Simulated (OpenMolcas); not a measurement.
**Run report: C2H2F2 (charge +1), single-point calculation (part 1 of 2)**

- system: C2H2F2, charge +1, multiplicity 2
- method: BHLYP/aug-cc-pVDZ, UKS (OpenMolcas 26.06)

The geometry is that of the parent species in another charge or spin state. The geometry comes from this level: PBE0-D4/def2-TZVP.

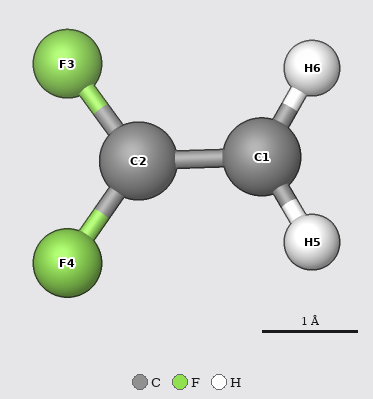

Fig. 1: The structure (ball-and-stick view, seen at a tilt; atoms are numbered from 1 in the order of the input). Bond lengths as drawn: C–C 1.31 Å, C–F 1.31 Å and C–H 1.08 Å.

**Input file**
```
&GATEWAY
BasLib = $CurrDir
Coord = mol.xyz
Basis = aug-cc-pVDZ
Group = NoSym
&SEWARD
GridInput
Grid=UltraFine
End of Grid
&SCF
UHF
Charge = 1
Spin = 2
KSDFT = HYB_GGA_XC_BHANDHLYP
Thresholds = 1e-10 1e-07 1e-07 1e-05
PrOrbitals = 1 1
```

**File mol.xyz**
```
6

C     -0.115900     0.471000    -0.544400
C      0.105000    -0.394600     0.420100
F     -0.454900    -0.363600     1.607600
F      0.919200    -1.422100     0.343000
H      0.394200     0.360600    -1.488400
H     -0.805600     1.284800    -0.384200
```

Hardware: 1 thread of Arm Neoverse V1, 24 GiB of memory available, shared host.

Launch command:
```bash
export MOLCAS_MEM=1860
pymolcas run.inp > run.log
```

**The program's output**
```
--- Start Module: gateway ---

                                              &GATEWAY

                       available to each process: 1.9 GB of memory, 1 thread

 Basis Set     1 Label: C.AUG-CC-PVDZ
 Basis set is read from library:.
 basistype.tbl is not found

 Basis Set     2 Label: F.AUG-CC-PVDZ
 Basis set is read from library:.
 basistype.tbl is not found

 Basis Set     3 Label: H.AUG-CC-PVDZ
 Basis set is read from library:.
 basistype.tbl is not found

++    Symmetry information:
      ---------------------

                    Character Table for C1

                             E
                    a        1  x, y, xy, Rz, z, xz, Ry, yz, Rx, I
--

++    Basis set information:
      ----------------------

      Basis set label: C.AUG-CC-PVDZ.........

      Electronic valence basis set:
      ------------------
      Associated Effective Charge   6.000000 au
      Associated Actual Charge      6.000000 au
      Nuclear Model: Point charge

      Shell  nPrim  nBasis  Cartesian Spherical Contaminant
         s      10       4        X
         p       5       3        X
         d       2       2                 X

      Basis set label: F.AUG-CC-PVDZ.........

      Electronic valence basis set:
      ------------------
      Associated Effective Charge   9.000000 au
      Associated Actual Charge      9.000000 au
      Nuclear Model: Point charge

      Shell  nPrim  nBasis  Cartesian Spherical Contaminant
         s      10       4        X
         p       5       3        X
         d       2       2                 X

      Basis set label: H.AUG-CC-PVDZ.........

      Electronic valence basis set:
      ------------------
      Associated Effective Charge   1.000000 au
      Associated Actual Charge      1.000000 au
      Nuclear Model: Point charge

      Shell  nPrim  nBasis  Cartesian Spherical Contaminant
         s       5       3        X
         p       2       2        X
--

++    Molecular structure info:
      -------------------------

                    ************************************************
                    **** Cartesian Coordinates / bohr, angstrom ****
                    ************************************************

     Center  Label                x              y              z                     x              y              z
        1      C1              -0.219019       0.890061      -1.028767             -0.115900       0.471000      -0.544400
        2      C2               0.198421      -0.745686       0.793874              0.105000      -0.394600       0.420100
        3      F3              -0.859636      -0.687104       3.037924             -0.454900      -0.363600       1.607600
        4      F4               1.737036      -2.687380       0.648176              0.919200      -1.422100       0.343000
        5      H5               0.744930       0.681435      -2.812668              0.394200       0.360600      -1.488400
        6      H6              -1.522363       2.427920      -0.726033             -0.805600       1.284800      -0.384200

                    ***************************************
                    *    InterNuclear Distances / bohr    *
                    ***************************************

               1 C1            2 C2            3 F3            4 F4            5 H5            6 H6
    1 C1       0.000000
    2 C2       2.484340        0.000000
    3 F3       4.408607        2.481668        0.000000
    4 F4       4.408670        2.481680        4.056440        0.000000
    5 H5       2.038388        3.916950        6.219080        4.930581        0.000000
    6 H6       2.038471        3.917013        4.930512        6.219198        3.541875        0.000000

                    *******************************************
                    *    InterNuclear Distances / angstrom    *
                    *******************************************

               1 C1            2 C2            3 F3            4 F4            5 H5            6 H6
    1 C1       0.000000
    2 C2       1.314656        0.000000
    3 F3       2.332934        1.313242        0.000000
    4 F4       2.332968        1.313249        2.146575        0.000000
    5 H5       1.078669        2.072760        3.290996        2.609151        0.000000
    6 H6       1.078712        2.072794        2.609115        3.291058        1.874279        0.000000

                    **************************************
                    *    Valence Bond Angles / degree    *
                    **************************************
                          Atom centers                 Phi
                      2 C2       1 C1       5 H5       119.68
                      2 C2       1 C1       6 H6       119.68
                      5 H5       1 C1       6 H6       120.63
                      1 C1       2 C2       3 F3       125.19
                      1 C1       2 C2       4 F4       125.19
                      3 F3       2 C2       4 F4       109.63

           ***************************************************************
           *              Valence Dihedral Angles / degree               *
           ***************************************************************
                    Atom centers                       Phi1     Phi2     Theta
           3 F3       2 C2       1 C1       5 H5        125.19   119.68  -180.00
           3 F3       2 C2       1 C1       6 H6        125.19   119.68    -0.00
           4 F4       2 C2       1 C1       5 H5        125.19   119.68     0.00
           4 F4       2 C2       1 C1       6 H6        125.19   119.68   180.00
--

            Nuclear Potential Energy            118.25319160 au

--- Stop Module: gateway /rc=_RC_ALL_IS_WELL_ ---

--- Start Module: seward ---

                                              &SEWARD

                       available to each process: 1.9 GB of memory, 1 thread

               SEWARD will generate:
                  Multipole Moment integrals up to order  2
                  Kinetic Energy integrals
                  Nuclear Attraction integrals (point charge)
                  One-Electron Hamiltonian integrals
                  Velocity integrals
                  Orbital angular momentum around (  0.2443  -0.9255   0.9943 )
                  Velocity quadrupole around (  0.2443  -0.9255   0.9943 )
                  Two-Electron Repulsion integrals

                   Integrals are discarded if absolute value <: 1.00E-14
                   Integral cutoff threshold is set to       <: 1.00E-16

            Nuclear Potential Energy            118.25319160 au

      Basis set specifications :
      Symmetry species         a
      Basis functions          110

--- Stop Module: seward /rc=_RC_ALL_IS_WELL_ ---
--- Module seward spent 4 seconds ---

--- Start Module: scf ---

                                                &SCF

                       available to each process: 1.9 GB of memory, 1 thread

++    Input section:
      --------------

      Header of the integral files:

      Cartesian coordinates in angstrom:
      -----------------------------------------------------
      No.  Label        X            Y            Z
      -----------------------------------------------------
       1   C1        -0.11590000   0.47100000  -0.54440000
       2   C2         0.10500000  -0.39460000   0.42010000
       3   F3        -0.45490000  -0.36360000   1.60760000
       4   F4         0.91920000  -1.42210000   0.34300000
       5   H5         0.39420000   0.36060000  -1.48840000
       6   H6        -0.80560000   1.28480000  -0.38420000
      -----------------------------------------------------
      Nuclear repulsion energy =  118.25319160
--

++    Orbital specifications:
      -----------------------

      Symmetry species               1
                                     a
      Frozen orbitals                0
      Start temperature = 0.500
      End temperature   = 0.010
      Temperature Factor= 0.460
      Deleted orbitals               0
      Total number of orbitals     110
      Number of basis functions    110
--

      Molecular charge                           1.000

      Numerical integration parameters
      --------------------------------
      Radial quadrature type:                         MHL
      Size of radial grid:                            99
      Lebedev angular grid:                           41
      Angular grid pruned with the crowding factor:  1.00E+10
                                 and fading factor:  1.00E+01
      Screening threshold for integral computation:   1.00E-11
      Radial quadrature accuracy:                     1.00E-25
      Maximum batch size:                             128
      AO values are stored on disk
      The same grid will be used for all iterations.

      DFT functional specifications
      -----------------------------
      Using Libxc version: 6.2.2
      Please cite the following reference:
      S. Lehtola, C. Steigemann, M. J.T. Oliveira, and M. A.L. Marques.,  SoftwareX 7, 1–5 (2018) doi:10.1016/j.softx.2017.11.002

      * BHandHLYP
        - Defined through Gaussian implementation. doi:

++    Optimization specifications:
      ----------------------------

      SCF Algorithm: Conventional USCF
      D(i)-D(i-1) density differences are used
      Number of density matrices in core                 5
      Maximum number of NDDO SCF iterations            400
      Maximum number of HF SCF iterations              400
      Threshold for SCF energy change             1.00E-10
      Threshold for density matrix                1.00E-07
      Threshold for Fock matrix                   1.00E-07
      Threshold for linear dependence             1.00E-09
      Threshold at which DIIS is turned on        1.50E-01
      Maximum depth in the DIIS procedure                5
      Maximum depth in the BFGS Hessian update          30
      Threshold at which QNR/C2DIIS is turned on  7.50E-02
      Threshold for Norm(delta) (QNR/C2DIIS)      1.00E-05
      All orbitals punched on: UHFORB
--

      Input vectors read from INPORB
      Orbital file label: *Guess orbitals

++ Convergence information
                               UHF [...]      iterations: Energy and convergence statistics

Iter     Tot. [...]      One-elec.       Two-elec.     Energy      Max Dij or  Max Fij      DNorm      TNorm      AccCon     Time
         Energy          Energy          Energy        Change      Delta Norm                                                in Sec.
   1  -270.552713818  -610.539099861   221.733194444   0.00E+00    1.94E-01*   5.14E-01*    1.65E+01   1.62E+02   None         4.
   2  -269.324597906  -616.264377584   228.686588078   1.23E+00*   1.81E-01*   2.87E-01*    4.88E+02   1.60E+02   EDIIS        3.
   3  -275.771436521  -621.976309559   227.951681439  -6.45E+00*   4.46E-01*   2.05E-01*    1.96E+02   1.64E+02   EDIIS        3.
   4  -276.128127799  -625.769167574   231.387848176  -3.57E-01*   5.57E-01*   2.51E-01*    9.29E+00   1.64E+02   EDIIS        3.
   5  -276.295794630  -619.760556182   225.211569954  -1.68E-01*   1.83E-01*   1.31E-01*    4.86E+00   1.63E+02   EDIIS        3.
   6  -276.571607158  -624.303968721   229.479169964  -2.76E-01*   1.75E-01*   8.14E-02*    1.20E+00   1.64E+02   EDIIS        3.
   7  -276.558904395  -621.912891804   227.100795810   1.27E-02*   5.22E-02*   4.06E-02*    1.21E+00   1.63E+02   EDIIS        3.
   8  -276.596499777  -623.096417548   228.246726172  -3.76E-02*   2.88E-02*   9.94E-03*    1.98E-01   1.63E+02   EDIIS        3.
   9  -276.596570913  -623.333959262   228.484196750  -7.11E-05*   1.31E-02*   5.68E-03*    1.36E-01   1.64E+02   EDIIS        3.

       Fermi aufbau procedure completed!
      nOcc(alpha)=   16
      nOcc(beta) =   15
```
